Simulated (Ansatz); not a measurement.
# Direct or indirect: NaI (Fm-3m)

```
I Na
1.0
     0.00000    3.23640    3.23640
     3.23640    0.00000    3.23640
     3.23640    3.23640    0.00000
I Na
1 1
Direct
  0.50000 0.50000 0.50000
  0.00000 0.00000 0.00000
```

Method: Ansatz, PBE, independent particles, without spin-orbit coupling, line width 0.1 eV (Gaussian). The band structure gives a fundamental gap of 3.64 eV. The spectrum of vertical transitions near the edge:

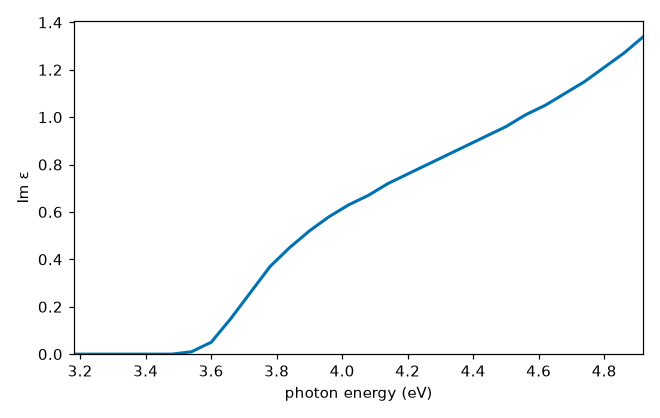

Q: Is the gap direct or indirect, and about where do vertical transitions set in?

A: Direct: the band path has its least direct gap at the fundamental one, 3.64 eV, and the curves rise from there. Lines are broadened by 0.1 eV, which spreads the edge.

[Logs are printed without paths, hosts, clocks, repeated set-up lines and the standing remarks that a program may print on its own settings, such as how far it seeks lower states.]
